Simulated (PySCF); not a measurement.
# AlH2S2Cl (SMILES [SH][Al]([SH])[Cl]) at 6 levels

We compute a comparison of 6 runs (HF/STO-3G, HF/3-21G, B3LYP/3-21G, TPSSh/3-21G, PBE0/def2-SVP, MP2/6-311G**) of AlH2S2Cl. Input form: a Python script.

Program for the calculation: PySCF 2.14.0.

## (1) The structure to begin with

The species is AlH2S2Cl (6 atoms), meant as a singlet with charge 0. SMILES: `[SH][Al]([SH])[Cl]`. Geometry: relaxed at PBE0-D4/def2-TZVP. This is one conformer, not always the lowest.

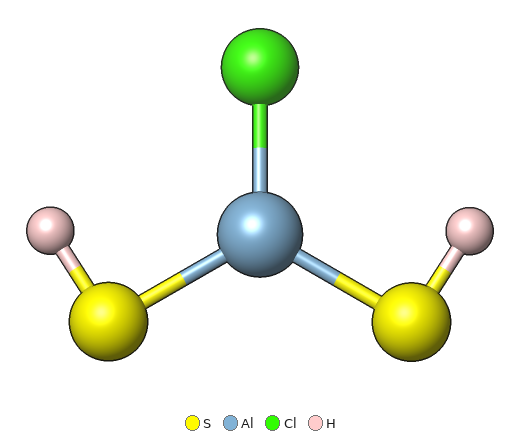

The structure, seen from a chosen angle (sulfur yellow, aluminium light blue, chlorine green, hydrogen pink).

## (2) Energy and forces at HF/STO-3G (run 1)

File calc.py:

```python
# [SH][Al]([SH])[Cl]
from pyscf import gto, scf

mol = gto.M(
    atom=[
    ('S', (-0.405100, 1.744300, -1.208200)),
    ('Al', (0.006600, -0.011600, -0.008000)),
    ('S', (1.212500, 0.182200, 1.781300)),
    ('Cl', (-0.753100, -1.876800, -0.571500)),
    ('H', (-1.135100, 1.031200, -2.084300)),
    ('H', (1.116400, -1.133300, 2.044500)),
],
    max_memory=1860,
    verbose=4,
    basis='sto-3g',
    spin=0,
)

hf = scf.RHF(mol)
hf.conv_tol = 1e-10
hf.kernel()
if not hf.converged:
    hf = hf.newton().run(hf.mo_coeff, hf.mo_occ)

e_tot = hf.e_tot
print('Final energy', e_tot)
grad = hf.nuc_grad_method().kernel()
dip = hf.dip_moment()
pop, q = hf.mulliken_pop()
```

Started as:

```
OMP_NUM_THREADS=1 python calc.py
```

What it wrote:

```text
PySCF version 2.14.0

[... 58 lines left out ...]
converged SCF energy = -1481.28439704217
Final energy -1481.2843970421688
[... 12 lines left out ...]
Dipole moment(X, Y, Z, Debye):  0.29100,  0.71480,  0.21570
[... 6 lines left out ...]
pop of  0 S 2pz           1.98551
pop of  0 S 3px           1.62604
pop of  0 S 3py           1.36716
pop of  0 S 3pz           1.30761
pop of  1 Al 1s           1.99947
pop of  1 Al 2s           1.98182
pop of  1 Al 3s           1.01133
pop of  1 Al 2px          1.93427
pop of  1 Al 2py          1.93642
pop of  1 Al 2pz          1.93830
pop of  1 Al 3px          0.35908
pop of  1 Al 3py          0.47482
pop of  1 Al 3pz          0.49776
pop of  2 S 1s            1.99991
pop of  2 S 2s            1.99677
pop of  2 S 3s            1.88403
pop of  2 S 2px           1.99434
pop of  2 S 2py           1.98085
pop of  2 S 2pz           1.98824
pop of  2 S 3px           1.74331
pop of  2 S 3py           1.09808
pop of  2 S 3pz           1.45943
pop of  3 Cl 1s           1.99998
pop of  3 Cl 2s           1.99903
pop of  3 Cl 3s           1.98728
pop of  3 Cl 2px          1.99838
pop of  3 Cl 2py          1.99389
pop of  3 Cl 2pz          1.99890
pop of  3 Cl 3px          1.90802
pop of  3 Cl 3py          1.66443
pop of  3 Cl 3pz          1.93980
pop of  4 H 1s            1.04357
pop of  5 H 1s            1.04357
 ** Mulliken atomic charges  **
charge of    0S =     -0.14495
charge of    1Al =      0.86675
charge of    2S =     -0.14496
charge of    3Cl =     -0.48969
charge of    4H =     -0.04357
charge of    5H =     -0.04357
```

It took 6.6 s on 1 thread of Intel Xeon at 2.50GHz (Skylake/Cascade Lake), shared host; peak memory 0.12 GiB.

## (3) Energy and forces at HF/3-21G (run 2)

File run.py:

```python
from pyscf import gto

system = gto.M(
    atom='''
S       -0.405100       1.744300      -1.208200
Al       0.006600      -0.011600      -0.008000
S        1.212500       0.182200       1.781300
Cl      -0.753100      -1.876800      -0.571500
H       -1.135100       1.031200      -2.084300
H        1.116400      -1.133300       2.044500
''',
    verbose=3,
    max_memory=1860,
    spin=0,
    charge=0,
    basis='3-21g',
)

calc0 = system.RHF()
calc0.conv_tol = 1e-10
calc0.kernel()
if not calc0.converged:
    calc0 = calc0.newton().run(calc0.mo_coeff, calc0.mo_occ)

etot = calc0.e_tot
print('E(%s) = %.9f' % ('HF', etot))
grad = calc0.nuc_grad_method().kernel()
calc0.analyze()
```

Started as:

```
OMP_NUM_THREADS=1 python run.py
```

What it wrote:

```text
converged SCF energy = -1490.32296438501
E(HF) = -1490.322964385
--------------- RHF gradients ---------------
         x                y                z
0 S     0.0041496777    -0.0116238058     0.0100656395
1 Al    -0.0078570100    -0.0192658093    -0.0058367013
2 S    -0.0086088572     0.0006739707    -0.0133716721
3 Cl     0.0125064663     0.0307039685     0.0092772905
4 H     0.0052492547    -0.0053901360     0.0097841959
5 H    -0.0054395314     0.0049018119    -0.0099187526
----------------------------------------------
**** MO energy ****
MO #1   energy= -104.123529931621  occ= 2
MO #2   energy= -91.3349737644459  occ= 2
MO #3   energy= -91.3349477588554  occ= 2
MO #4   energy= -58.1762537002756  occ= 2
MO #5   energy= -10.517825477822   occ= 2
MO #6   energy= -8.93595348036713  occ= 2
MO #7   energy= -8.9358559680018   occ= 2
MO #8   energy= -7.98077190986692  occ= 2
MO #9   energy= -7.97736563736698  occ= 2
MO #10  energy= -7.97732253135127  occ= 2
MO #11  energy= -6.61041007237939  occ= 2
MO #12  energy= -6.61028226907352  occ= 2
MO #13  energy= -6.60867241583637  occ= 2
MO #14  energy= -6.60865323031795  occ= 2
MO #15  energy= -6.60590094572207  occ= 2
MO #16  energy= -6.60575891769668  occ= 2
MO #17  energy= -4.9856578174938   occ= 2
MO #18  energy= -3.28980592759332  occ= 2
MO #19  energy= -3.289764989163    occ= 2
MO #20  energy= -3.28733981383634  occ= 2
MO #21  energy= -1.12094359502141  occ= 2
MO #22  energy= -1.0111106436199   occ= 2
MO #23  energy= -0.99836600406825  occ= 2
MO #24  energy= -0.616207973985212 occ= 2
MO #25  energy= -0.574697088964443 occ= 2
MO #26  energy= -0.551866392836223 occ= 2
MO #27  energy= -0.513381004769491 occ= 2
MO #28  energy= -0.503972704627885 occ= 2
MO #29  energy= -0.469541240538589 occ= 2
MO #30  energy= -0.442543956791566 occ= 2
MO #31  energy= -0.429401718534804 occ= 2
MO #32  energy= -0.405125710046213 occ= 2
MO #33  energy= 0.0534024162761919 occ= 0
MO #34  energy= 0.0608082755568298 occ= 0
MO #35  energy= 0.124293189577355  occ= 0
MO #36  energy= 0.149344310073109  occ= 0
MO #37  energy= 0.186853694851345  occ= 0
MO #38  energy= 0.197082331255725  occ= 0
MO #39  energy= 0.296440778319238  occ= 0
MO #40  energy= 0.300971878746362  occ= 0
MO #41  energy= 0.367538860301553  occ= 0
MO #42  energy= 0.380736122414748  occ= 0
MO #43  energy= 0.646815974041605  occ= 0
MO #44  energy= 0.671039385170291  occ= 0
MO #45  energy= 0.704849684761151  occ= 0
MO #46  energy= 0.716128500255349  occ= 0
MO #47  energy= 0.735178975972696  occ= 0
MO #48  energy= 0.77229332221722   occ= 0
MO #49  energy= 0.820069546791987  occ= 0
MO #50  energy= 0.830955857537975  occ= 0
MO #51  energy= 0.846304921313985  occ= 0
MO #52  energy= 0.879026986099848  occ= 0
MO #53  energy= 0.93877624834514   occ= 0
MO #54  energy= 0.96968853475723   occ= 0
MO #55  energy= 1.16732775854222   occ= 0
MO #56  energy= 1.25808790506702   occ= 0
 ** Mulliken atomic charges  **
charge of    0S =     -0.28863
charge of    1Al =      0.72280
charge of    2S =     -0.28865
charge of    3Cl =     -0.33229
charge of    4H =      0.09338
charge of    5H =      0.09339
Dipole moment(X, Y, Z, Debye): -0.47344, -1.16218, -0.35140
```

Run time: 6.1 s. Hardware: 1 thread of Intel Xeon at 2.50GHz (Skylake/Cascade Lake), shared host; peak memory 0.13 GiB.

Runs 3 to 5 aren't shown in full; the table further down has their settings and results.

## (4) Energy and forces at MP2/6-311G(d,p) (run 6)

File job.py:

```python
import pyscf.grad
from pyscf import gto, scf, mp

mol = gto.Mole()
mol.atom = '''
S       -0.405100       1.744300      -1.208200
Al       0.006600      -0.011600      -0.008000
S        1.212500       0.182200       1.781300
Cl      -0.753100      -1.876800      -0.571500
H       -1.135100       1.031200      -2.084300
H        1.116400      -1.133300       2.044500
'''
mol.max_memory = 1860
mol.verbose = 4
mol.basis = '6-311g**'
mol.build()

hf = scf.RHF(mol)
hf.conv_tol = 1e-10
hf.kernel()
if not hf.converged:
    hf = hf.newton().run(hf.mo_coeff, hf.mo_occ)

pt = mp.MP2(hf, frozen=20).run()
e_tot = pt.e_tot
print('E = %.10f Eh' % e_tot)
grad = pt.Gradients().kernel()
hf.analyze()
```

Started as:

```
OMP_NUM_THREADS=1 python job.py
```

What it wrote:

```text
PySCF version 2.14.0

[... 80 lines left out ...]
Total Energy =                       -1497.841110149977339
[... 12 lines left out ...]
MO #6   energy= -8.97140743148106  occ= 2
[... 10 lines left out ...]
MO #17  energy= -4.96586898228077  occ= 2
[... 10 lines left out ...]
MO #28  energy= -0.492628696735615 occ= 2
[... 10 lines left out ...]
MO #39  energy= 0.176712438275189  occ= 0
[... 10 lines left out ...]
MO #50  energy= 0.468755463173215  occ= 0
[... 10 lines left out ...]
MO #61  energy= 0.813057640948571  occ= 0
[... 10 lines left out ...]
MO #72  energy= 1.15896270249136   occ= 0
[... 10 lines left out ...]
MO #83  energy= 1.74521849297962   occ= 0
[... 10 lines left out ...]
MO #94  energy= 2.64842866724955   occ= 0
[... 10 lines left out ...]
MO #105 energy= 18.3189596689755   occ= 0
[... 10 lines left out ...]
MO #116 energy= 219.09867244181    occ= 0
[... 86 lines left out ...]
pop of  3 Cl 2px          2.00000
pop of  3 Cl 2py          1.99999
pop of  3 Cl 2pz          2.00000
pop of  3 Cl 3px          1.88134
pop of  3 Cl 3py          1.72749
pop of  3 Cl 3pz          1.90394
pop of  3 Cl 4px          0.00212
pop of  3 Cl 4py          0.00144
pop of  3 Cl 4pz          0.00258
pop of  3 Cl 5px          0.00008
pop of  3 Cl 5py          0.00035
pop of  3 Cl 5pz          0.00006
pop of  3 Cl 6px          0.00008
pop of  3 Cl 6py          0.00020
pop of  3 Cl 6pz          0.00010
pop of  3 Cl 3dxy         0.00327
pop of  3 Cl 3dyz         0.00237
pop of  3 Cl 3dz^2        0.00151
pop of  3 Cl 3dxz         0.00046
pop of  3 Cl 3dx2-y2      0.00327
pop of  4 H 1s            0.88888
pop of  4 H 2s            0.00802
pop of  4 H 3s            0.00100
pop of  4 H 2px           0.00222
pop of  4 H 2py           0.00149
pop of  4 H 2pz           0.00295
pop of  5 H 1s            0.88888
pop of  5 H 2s            0.00802
pop of  5 H 3s            0.00100
pop of  5 H 2px           0.00068
pop of  5 H 2py           0.00509
pop of  5 H 2pz           0.00088
 ** Mulliken atomic charges  **
charge of    0S =     -0.31121
charge of    1Al =      0.78349
charge of    2S =     -0.31123
charge of    3Cl =     -0.35193
charge of    4H =      0.09543
charge of    5H =      0.09544
Dipole moment(X, Y, Z, Debye): -0.32503, -0.79771, -0.24130
```

Wall time 88 s (1 thread of Intel Xeon at 2.50GHz (Skylake/Cascade Lake), shared host); peak memory 1.4 GiB.

## (5) The series

```tsv
run	level	integration grid	frozen core orbitals	energy (Eh)	dipole moment (D) of the reference	HOMO energy (eV)	LUMO energy (eV)	wall time
1	HF/STO-3G	–	–	-1481.284397	0.80	-7.36	7.69	6.6 s
2	HF/3-21G	–	–	-1490.322964	1.30	-11.02	1.45	6.1 s
3	B3LYP/3-21G	5	–	-1492.904179	1.10	-7.81	-1.51	35 s
4	TPSSh/3-21G	5	–	-1492.906723	1.14	-7.51	-1.66	47 s
5	PBE0/def2-SVP	5	–	-1499.367556	0.97	-7.74	-0.62	76 s
6	MP2/6-311G**	–	20	-1498.296428	0.89	-10.69	1.73	88 s
```

## (6) Outcome

| quantity | value |
| --- | --- |
| run 6: total energy | -1498.29643 Eh |
| run 6: dipole moment (Hartree–Fock density) | 0.89 D |
| run 6: HOMO energy (Hartree–Fock orbitals) | -10.69 eV |
| run 6: LUMO energy (Hartree–Fock orbitals) | 1.73 eV |
| run 6: HOMO–LUMO gap (Hartree–Fock orbitals) | 12.41 eV |
| run 6: correlation energy (20 core orbitals frozen) | -455.3 mEh |
| run 6: largest force on an atom | 0.228 eV/Å |

Over runs 1, 2, 3, 4, 5 the dipole moment (its size) runs from 0.80 D (HF/STO-3G) to 1.30 D (HF/3-21G). The two dipoles point in opposite directions. Over runs 1, 2, 3, 4, 5 the HOMO–LUMO gap runs from 5.85 eV (TPSSh/3-21G) to 15.05 eV (HF/STO-3G). The two ends differ in method and basis. Totals of different functionals can't be ranked against each other. In run 1 the basis is minimal, so the values are rough. All runs together took 4.3 min, the longest 88 s.
